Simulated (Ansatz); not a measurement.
The calculation's input:

```
crystal:
  periodic: [false, false, false]
  atoms:
    - {symbol: B, position_ang: [-0.273144, 2.933570, -0.590851]}
    - {symbol: Br, position_ang: [-1.347335, -1.517855, -1.577806]}
    - {symbol: Cl, position_ang: [-0.146872, 4.396300, -1.485720]}
    - {symbol: "N", position_ang: [-0.649968, 1.704093, -1.295364]}
    - {symbol: Si, position_ang: [-0.798870, 0.233993, -0.512733]}
    - {symbol: H, position_ang: [-0.066119, 2.872080, 0.589360]}
    - {symbol: H, position_ang: [-0.823177, 1.774935, -2.304213]}
    - {symbol: H, position_ang: [-0.539815, 0.186382, 0.933510]}
basis:
  gaussian:
    orbitals: def2-TZVPD
total_charge: 1
hamiltonian:
  xc: {name: PBE0}
output: {forces: true, orbitals: {seedname: orbitals}}
```

Launched as:

```sh
ansatz run input.yaml --threads 2 --pin off --max-ram 4350MiB --events-out events.jsonl --progress --plain --runs-dir runs
```

Geometry: r2SCAN-D4/def2-SVP.

The calculation used isolated molecule in a Gaussian basis; Kohn-Sham density functional theory, functional PBE0 (Ansatz).

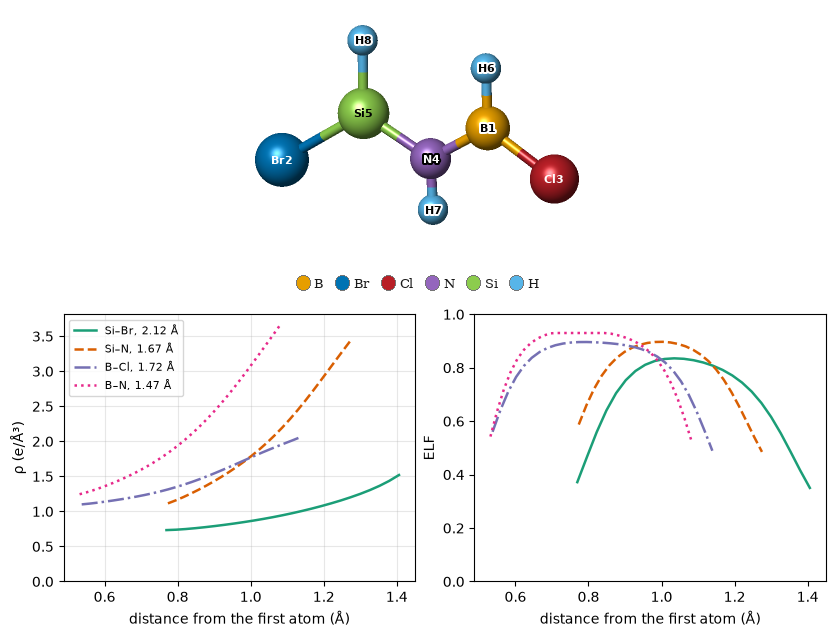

BBrClH$_{3}$NSi (SMILES ClB/[NH+]=[SiH]/Br) (charge +1). Total electron density and electron localisation function along straight lines between neighbouring atoms. The curves leave out the atomic cores. The structure is drawn too.

Compare the contacts.

Si–Br (2.12 Å): ρ at the midpoint is about 0.92 e/Å³; the ELF peaks at about 0.85 between the atoms: a polar covalent bond.
Si–N (1.67 Å): ρ at the midpoint is about 1.3 e/Å³; the ELF peaks at about 0.90 between the atoms; a polar covalent bond.
B–Cl (1.72 Å): ρ at the midpoint is about 1.5 e/Å³; the ELF peaks at about 0.90 between the atoms (a shared but strongly polarised pair).
B–N (1.47 Å): ρ at the midpoint is about 1.7 e/Å³; the ELF peaks at about 0.95 between the atoms, as expected for a polar covalent bond.
